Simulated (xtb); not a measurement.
Run report: C$_{4}$H$_{11}$Al, energy and gradient calculation

- system: C$_{4}$H$_{11}$Al, SMILES C[CH2][Al]([CH3])[CH3]
- method: GFN1-xTB (xtb 6.7.1)

The geometry comes from this level: GFN2-xTB.

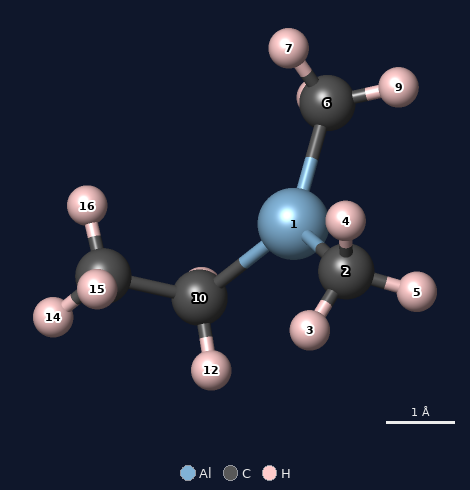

Fig. 1: The structure as given in the input (ball-and-stick view, seen at a tilt; atoms are numbered from 1 in the order of the input). Sticks mark near contacts.

Key numbers:

| quantity | value |
| --- | --- |
| outcome | converged |
| electrons treated | 30 |
| total energy | −15.629160 hartree |
| dispersion energy | −0.004871 hartree |
| basis functions | 48 |
| largest force | 0.201 eV/Å |
| HOMO | −10.70 eV |
| LUMO | −5.85 eV |
| dipole moment | 0.20 D |
| hardware | 1 thread of Intel Xeon @ 2.90GHz (Ice Lake), 192 GiB of memory available, shared host |
| peak memory | 0.069 GiB |

The input (coord):
```
$coord
      0.495278320003      0.875396729972     -0.747178812416  al
      4.263732363209      0.809539774528     -0.712936975038  c
      5.015805566288     -1.075745493704     -0.306986008945  h
      5.053902444960      2.089375689692      0.708703988518  h
      5.084175857477      1.395789510171     -2.519798609098  h
     -1.426686532309      4.117373074857     -0.691885426009  c
     -1.664225106174      4.867405373721      1.222501624543  h
     -3.330169863122      3.933975154462     -1.482962576300  h
     -0.463493126587      5.599541966185     -1.769463954055  h
     -1.396658784188     -2.421759617753     -0.664900136950  c
     -1.922777434545     -3.328166753430      2.050182769868  c
     -0.339300325677     -3.921295092166     -1.644326290082  h
     -3.217277624437     -2.295695987979     -1.661390516987  h
     -2.933384068734     -5.125012839030      2.065621832306  h
     -0.160532234287     -3.575059471612      3.086017247820  h
     -3.058427246401     -1.945624223392      3.068820740086  h
$end
```

Command:
```bash
xtb coord --json --gfn 1 --grad -P 1 | tee run.log
```

What the program printed:
```
* xtb version 6.7.1
   ID    Z sym.   atoms
    1   13 al     1
    2    6 c      2, 6, 10, 11
    3    1 h      3-5, 7-9, 12-16

           -------------------------------------------------
          |                Calculation Setup                |
           -------------------------------------------------

          program call               : xtb coord --json --gfn 1 --grad -P 1
          coordinate file            : coord
          omp threads                :                     1

           -------------------------------------------------
          |                 G F N 1 - x T B                 |
           -------------------------------------------------

      * Hamiltonian:
        H0-scaling (s, p, d)           1.850000    2.250000    2.000000
        zeta-weighting                 0.000000
      * Dispersion:
        s8                             2.400000
        a1                             0.630000
        a2                             5.000000
        s9                             0.000000
      * Repulsion:
        kExp                           1.500000
        rExp                           1.000000
      * Coulomb:
        alpha                          2.000000
        third order                    atomic
        anisotropic                    false
      * Halogen bond correction:
        rad-scale                      1.300000
        damping                        0.440000

          ...................................................
          :                      SETUP                      :
          :.................................................:
          :  # basis functions                  48          :
          :  # atomic orbitals                  47          :
          :  # shells                           33          :
          :  # electrons                        30          :
          :  # halogen bonds                     0          :
          :  max. iterations                   250          :
          :  Hamiltonian                  GFN1-xTB          :
          :  restarted?                      false          :
          :  GBSA solvation                  false          :
          :  PC potential                    false          :
          :  electronic temp.          300.0000000     K    :
          :  accuracy                    1.0000000          :
          :  -> integral cutoff          0.2500000E+02      :
          :  -> integral neglect         0.1000000E-07      :
          :  -> SCF convergence          0.1000000E-05 Eh   :
          :  -> wf. convergence          0.2000000E-04 e    :
          :  Broyden damping             0.4000000          :
          :  net charge                          0          :
          :  unpaired electrons                  0          :
          ...................................................

 iter      E             dE          RMSdq      gap      omega  full diag
   1    -15.8206234 -0.158206E+02  0.763E+00    4.77       0.0  T
   2    -15.8292694 -0.864595E-02  0.464E+00    4.88       1.0  T
   3    -15.8297680 -0.498620E-03  0.387E-01    4.82       1.0  T
   4    -15.8304231 -0.655152E-03  0.536E-02    4.86       1.0  T
   5    -15.8304470 -0.238199E-04  0.138E-02    4.85       1.8  T
   6    -15.8304480 -0.105637E-05  0.221E-03    4.85      11.3  T
   7    -15.8304481 -0.337796E-07  0.417E-04    4.85      60.0  T
   8    -15.8304481 -0.577188E-09  0.121E-04    4.85     207.3  T
   9    -15.8304481 -0.121220E-09  0.206E-05    4.85    1212.4  T

   *** convergence criteria satisfied after 9 iterations ***

         #    Occupation            Energy/Eh            Energy/eV
      -------------------------------------------------------------
         1        2.0000           -0.6330942             -17.2274
       ...           ...                  ...                  ...
         9        2.0000           -0.5012627             -13.6401
        10        2.0000           -0.5000135             -13.6061
        11        2.0000           -0.4991997             -13.5839
        12        2.0000           -0.4813803             -13.0990
        13        2.0000           -0.4698879             -12.7863
        14        2.0000           -0.4057649             -11.0414
        15        2.0000           -0.3931545             -10.6983 (HOMO)
        16                         -0.2149430              -5.8489 (LUMO)
        17                         -0.1491274              -4.0580
        18                         -0.1201952              -3.2707
        19                         -0.1134650              -3.0875
        20                         -0.1119334              -3.0459
       ...                                ...                  ...
        47                          1.0165186              27.6609
      -------------------------------------------------------------
                  HL-Gap            0.1782115 Eh            4.8494 eV
             Fermi-level           -0.3040488 Eh           -8.2736 eV

 SCC (total)                   0 d,  0 h,  0 min,  0.015 sec
 SCC setup                      ...        0 min,  0.000 sec (  0.811%)
 Dispersion                     ...        0 min,  0.000 sec (  0.402%)
 classical contributions        ...        0 min,  0.000 sec (  0.182%)
 integral evaluation            ...        0 min,  0.004 sec ( 25.000%)
 iterations                     ...        0 min,  0.004 sec ( 25.591%)
 molecular gradient             ...        0 min,  0.007 sec ( 46.735%)
 printout                       ...        0 min,  0.000 sec (  1.205%)

         :::::::::::::::::::::::::::::::::::::::::::::::::::::
         ::                     SUMMARY                     ::
         :::::::::::::::::::::::::::::::::::::::::::::::::::::
         :: total energy             -15.629160039485 Eh    ::
         :: gradient norm              0.009479141721 Eh/a0 ::
         :: HOMO-LUMO gap              4.849381660547 eV    ::
         ::.................................................::
         :: SCC energy               -15.830448060031 Eh    ::
         :: -> electrostatic           0.005058128875 Eh    ::
         :: repulsion energy           0.206159001273 Eh    ::
         :: dispersion energy         -0.004870980727 Eh    ::
         :: halogen bond corr.         0.000000000000 Eh    ::
         :: add. restraining           0.000000000000 Eh    ::
         :: total charge              -0.000000000000 e     ::
         :::::::::::::::::::::::::::::::::::::::::::::::::::::

           -------------------------------------------------
          |                Property Printout                |
           -------------------------------------------------

    * Orbital Energies and Occupations

         #    Occupation            Energy/Eh            Energy/eV
      -------------------------------------------------------------
         1        2.0000           -0.6330942             -17.2274
       ...           ...                  ...                  ...
         3        2.0000           -0.6067431             -16.5103
         4        2.0000           -0.5896918             -16.0463
         5        2.0000           -0.5332752             -14.5112
         6        2.0000           -0.5280273             -14.3684
         7        2.0000           -0.5072645             -13.8034
         8        2.0000           -0.5047852             -13.7359
         9        2.0000           -0.5012627             -13.6401
        10        2.0000           -0.5000135             -13.6061
        11        2.0000           -0.4991997             -13.5839
        12        2.0000           -0.4813803             -13.0990
        13        2.0000           -0.4698879             -12.7863
        14        2.0000           -0.4057649             -11.0414
        15        2.0000           -0.3931545             -10.6983 (HOMO)
        16                         -0.2149430              -5.8489 (LUMO)
        17                         -0.1491274              -4.0580
        18                         -0.1201952              -3.2707
        19                         -0.1134650              -3.0875
        20                         -0.1119334              -3.0459
        21                         -0.1064362              -2.8963
        22                         -0.1022430              -2.7822
        23                         -0.0982449              -2.6734
        24                         -0.0893190              -2.4305
        25                         -0.0486768              -1.3246
        26                         -0.0460410              -1.2528
       ...                                ...                  ...
        47                          1.0165186              27.6609
      -------------------------------------------------------------
                  HL-Gap            0.1782115 Eh            4.8494 eV
             Fermi-level           -0.3040488 Eh           -8.2736 eV

  Mulliken/CM5 charges         n(s)   n(p)   n(d)
     1al    0.31009  0.17658   1.381  0.991  0.317
     2c    -0.23994 -0.35410   1.021  3.219  0.000
     3h     0.04575  0.09880   0.954  0.000  0.000
     4h     0.04685  0.09991   0.953  0.000  0.000
     5h     0.04766  0.10064   0.952  0.000  0.000
     6c    -0.23980 -0.35391   1.021  3.218  0.000
     7h     0.04843  0.10139   0.952  0.000  0.000
     8h     0.04593  0.09892   0.954  0.000  0.000
     9h     0.04575  0.09885   0.954  0.000  0.000
    10c    -0.19406 -0.27064   1.042  3.152  0.000
    11c    -0.05667 -0.20447   0.995  3.061  0.000
    12h     0.03305  0.08887   0.967  0.000  0.000
    13h     0.03289  0.08861   0.967  0.000  0.000
    14h     0.02311  0.07413   0.977  0.000  0.000
    15h     0.02548  0.07823   0.975  0.000  0.000
    16h     0.02547  0.07819   0.975  0.000  0.000

Wiberg/Mayer (AO) data.
largest (>0.10) Wiberg bond orders for each atom

 ---------------------------------------------------------------------------
     #   Z sym  total        # sym  WBO       # sym  WBO       # sym  WBO
 ---------------------------------------------------------------------------
     1  13 al   3.038 --     2 c    0.863     6 c    0.862    10 c    0.792
     2   6 c    3.909 --     3 h    0.938     4 h    0.934     5 h    0.932
                             1 al   0.863    10 c    0.113     6 c    0.111
     3   1 h    0.998 --     2 c    0.938
     4   1 h    0.997 --     2 c    0.934
     5   1 h    0.996 --     2 c    0.932
     6   6 c    3.909 --     8 h    0.938     9 h    0.936     7 h    0.931
                             1 al   0.862    10 c    0.114     2 c    0.111
     7   1 h    0.996 --     6 c    0.931
     8   1 h    0.998 --     6 c    0.938
     9   1 h    0.997 --     6 c    0.936
    10   6 c    3.917 --    11 c    1.002    13 h    0.940    12 h    0.939
                             1 al   0.792     6 c    0.114     2 c    0.113
    11   6 c    3.998 --    10 c    1.002    14 h    0.981    16 h    0.971
                            15 h    0.971
    12   1 h    1.002 --    10 c    0.939
    13   1 h    1.001 --    10 c    0.940
    14   1 h    1.008 --    11 c    0.981
    15   1 h    1.003 --    11 c    0.971
    16   1 h    1.004 --    11 c    0.971
 ---------------------------------------------------------------------------

Topologies differ in total number of bonds
Writing topology from bond orders to xtbtopo.mol

 dipole moment from electron density (au)
     X       Y       Z
   0.0382   0.0654  -0.0228  total (Debye):    0.201

           -------------------------------------------------
          | TOTAL ENERGY              -15.629160039485 Eh   |
          | GRADIENT NORM               0.009479141721 Eh/α |
          | HOMO-LUMO GAP               4.849381660547 eV   |
           -------------------------------------------------

------------------------------------------------------------------------
------------------------------------------------------------------------
 total:
 *  cpu-time:     0 d,  0 h,  0 min,  0.023 sec
 * ratio c/w:     1.000 speedup
 SCF:
 *  cpu-time:     0 d,  0 h,  0 min,  0.015 sec
 * ratio c/w:     1.000 speedup
```

Standard error:
```
normal termination of xtb
```

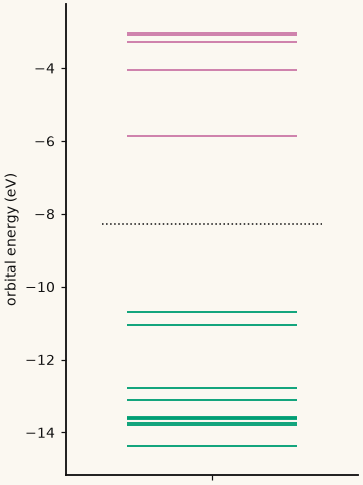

Fig. 2: Orbital energies near the frontier; the dotted line parts filled from empty levels, and levels within 0.02 eV of each other stand side by side. Highest filled −10.70 eV, lowest empty −5.85 eV, 4.85 eV apart.

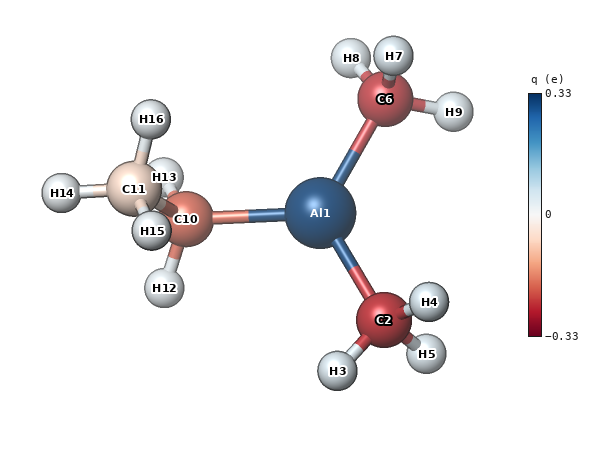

Fig. 3: Mulliken charges, as the colour of each atom (ball-and-stick view, seen at a tilt; atoms are numbered from 1 in the order of the input). By element: Al +0.31, C −0.24 to −0.06 and H +0.02 to +0.05 e.
